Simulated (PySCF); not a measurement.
**AlHCl2O (AlCl2(OH)), step by step**

We compute a transition-state search (HF/pc-0), then a single-point energy, then a single-point energy (KT2/6-31+G*) of AlHCl2O (AlCl2(OH)). Input form: a Python script.

The results are computed with PySCF 2.14.0.

### Step 1. The molecule

AlHCl2O: 5 atoms, total charge 0, spin state singlet. SMILES: `[OH][Al]([Cl])[Cl]`. The run starts from this shape.

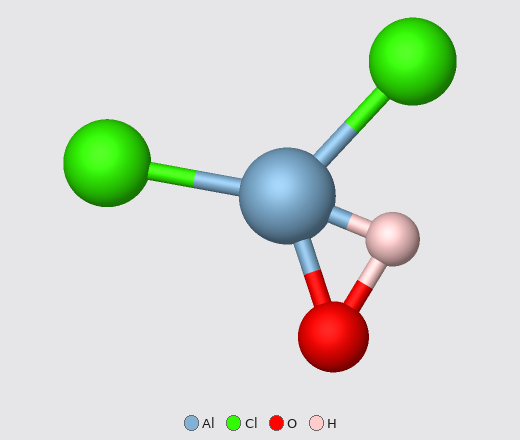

The structure, seen from a chosen angle (aluminium light blue, chlorine green, oxygen red, hydrogen pink).

### Step 2. A transition-state search at HF/pc-0 (run 1)

geometry.xyz reads:

```xyz
5
AlCl2HO
Al     0.230780     0.385800    -0.074320
Cl     2.254930     0.306210    -0.199310
Cl    -0.812370     2.114450    -0.277420
O     -0.594660    -1.004120     0.200170
H      0.640473    -0.798124     0.060123
```

run.py reads:

```python
# AlCl2(OH)
from pyscf import gto, scf
from pyscf.geomopt.geometric_solver import kernel as optimise

molecule = gto.M(
    atom='geometry.xyz',
    charge=0,
    basis='pc-0',
    verbose=3,
    max_memory=1860,
    spin=0,
)

mf = scf.RHF(molecule)
converged, mol_eq = optimise(mf, maxsteps=60, transition=True, hessian=True)
print('converged:', converged)
print(mol_eq.tostring())

mf.reset(mol_eq)
molecule = mol_eq
mf.kernel()
e_final = mf.e_tot
print('Final energy', e_final)
```

The run is started by

```sh
$ OMP_NUM_THREADS=1 python run.py
```

The log of the run:

```text
converged SCF energy = -1235.51349500025

[... 49 lines left out ...]
WARN: Mole.unit (angstrom) is changed to Bohr
[... 31 lines left out ...]
Step    0 : Gradient = 1.710e-01/2.665e-01 (rms/max) Energy = -1235.5134950003
[... 143 lines left out ...]
converged SCF energy = -1235.59310171065
[... 153 lines left out ...]
converged SCF energy = -1235.64783006682
[... 153 lines left out ...]
converged SCF energy = -1235.69632454896
[... 154 lines left out ...]
converged SCF energy = -1235.71641819653
[... 153 lines left out ...]
converged SCF energy = -1235.71810750138
[... 153 lines left out ...]
converged SCF energy = -1235.75881765607
[... 153 lines left out ...]
converged SCF energy = -1235.76747734761
[... 153 lines left out ...]
converged SCF energy = -1235.76438832295
[... 101 lines left out ...]
Geometry optimization failed to converge in 60 iterations
[... 6 lines left out ...]
converged SCF energy = -1235.76566110267
Final energy -1235.7656611026687
```

Wall time 3.1 min (1 thread of Intel Xeon at 2.50GHz (Skylake/Cascade Lake), shared host); peak memory 0.14 GiB.

The run stopped without converging.

### Step 3. A single-point energy at HF/pc-0 (run 4)

geometry.xyz: that of step 2 with these lines changed.

```diff
@@ -6,2 +6,2 @@
 O     -0.594660    -1.004120     0.200170
-H      0.640473    -0.798124     0.060123
+H     -1.078680    -1.802350     0.350870
```

input.py reads:

```python
from pyscf import gto

molecule = gto.M(
    atom='geometry.xyz',
    verbose=3,
    spin=0,
    max_memory=1860,
    basis='pc-0',
)

mf = molecule.RHF()
mf.kernel()

e_tot = mf.e_tot
print('E(%s) = %.9f' % ('HF', e_tot))
```

The run is started by

```sh
$ OMP_NUM_THREADS=1 python input.py
```

The log of the run:

```text
converged SCF energy = -1235.76728872484
E(HF) = -1235.767288725
```

It took 3.3 s on 1 thread of Intel Xeon at 2.50GHz (Skylake/Cascade Lake), shared host; peak memory 0.12 GiB.

### Step 4. A single-point energy at KT2/6-31+G(d) (Cartesian functions) (run 6)

start.xyz reads:

```xyz
5

Al     0.230780     0.385800    -0.074320
Cl     2.254930     0.306210    -0.199310
Cl    -0.812370     2.114450    -0.277420
O     -0.594660    -1.004120     0.200170
H     -1.078680    -1.802350     0.350870
```

calc.py reads:

```python
from pyscf import gto, dft

mol = gto.Mole()
mol.atom = 'start.xyz'
mol.basis = '6-31+g*'
mol.verbose = 3
mol.cart = True
mol.spin = 0
mol.max_memory = 1860
mol.build()

mf = dft.RKS(mol)
mf.xc = 'kt2'
mf.kernel()

etot = mf.e_tot
print('E(%s) = %.9f' % ('KT2', etot))
```

The run is started by

```sh
$ OMP_NUM_THREADS=1 python calc.py
```

The log of the run:

```text
converged SCF energy = -1248.89810090475
E(KT2) = -1248.898100905
```

It took 19 s on 1 thread of Intel Xeon at 2.50GHz (Skylake/Cascade Lake), shared host; peak memory 0.41 GiB.

### Step 5. Results

| quantity | value |
| --- | --- |
| run 4, HF/pc-0: total energy | -1235.76729 Eh |
| run 4, HF/pc-0: dipole moment | 3.03 D |
| run 4, HF/pc-0: HOMO energy | -12.74 eV |
| run 4, HF/pc-0: LUMO energy | 2.34 eV |
| run 4, HF/pc-0: HOMO–LUMO gap | 15.08 eV |
| run 6, KT2/6-31+G*: total energy | -1248.89810 Eh |
| run 6, KT2/6-31+G*: dipole moment | 1.95 D |
| run 6, KT2/6-31+G*: HOMO energy | -7.68 eV |
| run 6, KT2/6-31+G*: LUMO energy | -2.00 eV |
| run 6, KT2/6-31+G*: HOMO–LUMO gap | 5.68 eV |
| run 1, HF/pc-0 | no result (not converged) |

Mulliken charges (run 6, KT2/6-31+G*) run from -0.62 on O4 to +0.54 on Al1; in a basis this large or diffuse they mean little. 1 of the 3 runs did not end normally.
